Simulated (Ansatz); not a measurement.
Input

```
crystal:
  periodic: [false, false, false]
  atoms:
    - {symbol: C, position_ang: [-0.528509, -0.700605, -0.498646]}
    - {symbol: In, position_ang: [0.594323, 0.783777, 0.583979]}
    - {symbol: H, position_ang: [-1.415557, -1.012395, 0.052481]}
    - {symbol: H, position_ang: [-0.848333, -0.279993, -1.455857]}
    - {symbol: H, position_ang: [0.091188, -1.573000, -0.711992]}
    - {symbol: H, position_ang: [-0.133531, 1.676965, 1.874912]}
    - {symbol: H, position_ang: [2.240419, 1.105250, 0.155123]}
basis:
  gaussian: {orbitals: def2-TZVPP}
hamiltonian: {xc: pbe0, dispersion: d4}
output: {orbitals: {seedname: orbitals}}
```

Run with:

```sh
ansatz run in.yaml --threads 2 --pin off --events-out ev --progress --plain --max-ram 32768MiB --backend cpu
```

Geometry: PBE0-D4/def2-TZVP; core potentials replace the inner electrons of In.

Theory: RKS PBE0-D4/def2-TZVPP (Ansatz).

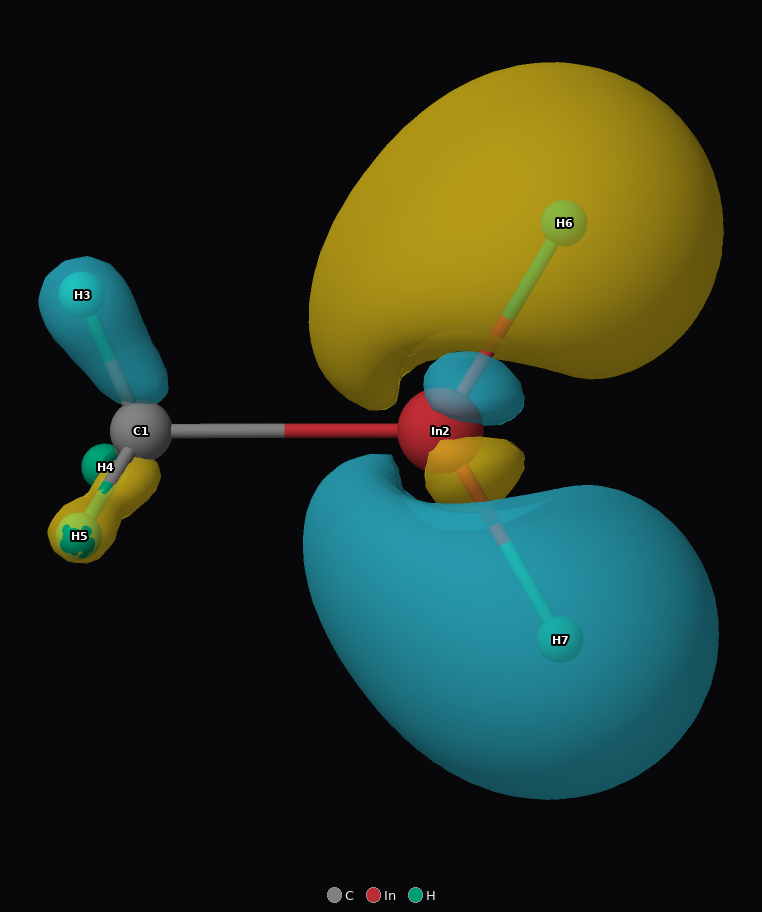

CH$_{5}$In (SMILES [CH3][InH2]). The HOMO−1 at ±0.1 Å⁻³ᐟ² (yellow and cyan are the two phases), seen across its widest extent.

**Describe this orbital and give its energy.**

It lies mainly on In2 (about 40 %), H6 (about 30 %) and H7 (about 30 %). Its energy is −7.88 eV.
